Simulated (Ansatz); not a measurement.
# Computed against measured: atomisation enthalpy at 298 K

8 molecules without hydrogen; the atomisation enthalpy at 298 K in kJ/mol, computed less measured. Shapes, held fixed at every level: PBE0-D4/def2-TZVP. Flexible molecules stand in one conformer, not always the lowest. Thermal terms are harmonic and unscaled (PBE0-D4/def2-TZVP); the spin-orbit lowering of the free atoms is taken from their spectra. Programs: Ansatz 0.2.0. Measured values: Active Thermochemical Tables, CRC Handbook of Chemistry and Physics, NIST-JANAF tables.

Levels: A = SPW92/def2-TZVPP; B = r2SCAN-D4/def2-TZVPP; C = PBE0-D4/def2-TZVPP.

```
                            molecule  from tabulated heats     A     B     C
                       N2 (nitrogen)                   945  +162   -37   -14
                CO2 (carbon dioxide)                  1609  +349   +21    +9
             BF3 (boron trifluoride)                  1944  +325   +10   -14
         BiCl3 (bismuth trichloride)                   837  +309  +100   +93
CBr2ClF (dibromochlorofluoromethane)                  1329  +384   +18   +18
       CBrCl3 (SMILES ClC(Cl)(Cl)Br)                  1236  +353   +17   +29
                          Si(SiF3)F3                  3760  +522   -50  -128
                S8 (cyclooctasulfur)                  2115  +736  +105   +97
```

Problem. Sum up the errors.

Solution. 
| level | kind | mean error | mean absolute error | worst case |
| --- | --- | --- | --- | --- |
| SPW92/def2-TZVPP | LDA | +392.5 | 392.5 | S8 |
| r2SCAN-D4/def2-TZVPP | meta-GGA | +23.0 | 44.8 | S8 |
| PBE0-D4/def2-TZVPP | global hybrid | +11.2 | 50.2 | Si(SiF3)F3 |

On this set r2SCAN-D4/def2-TZVPP has the smallest mean absolute error and SPW92/def2-TZVPP the largest. SPW92/def2-TZVPP is too high in 8 of 8; r2SCAN-D4/def2-TZVPP is too high in 6 of 8. The heats of BiCl3, Si(SiF3)F3 come from older tables and can be uncertain by 10 kJ/mol or more. The molecules' own spin-orbit binding is left out, so errors for heavy halides read too negative. Heats of the atoms come from ATcT where it has them, that of boron, 570 kJ/mol, from recent work. For atoms past krypton def2 sets carry core potentials with scalar relativity. Relativity is left out for Br. The set is small.

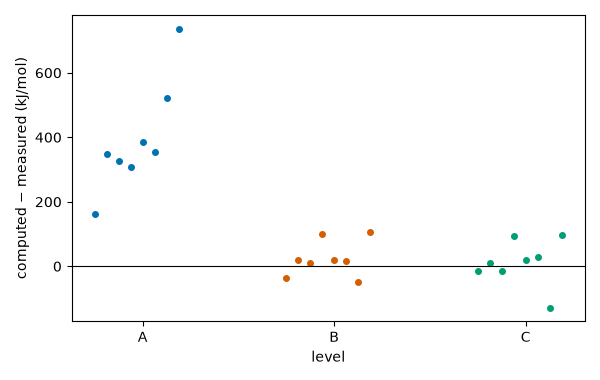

Errors of each level, one point a molecule.
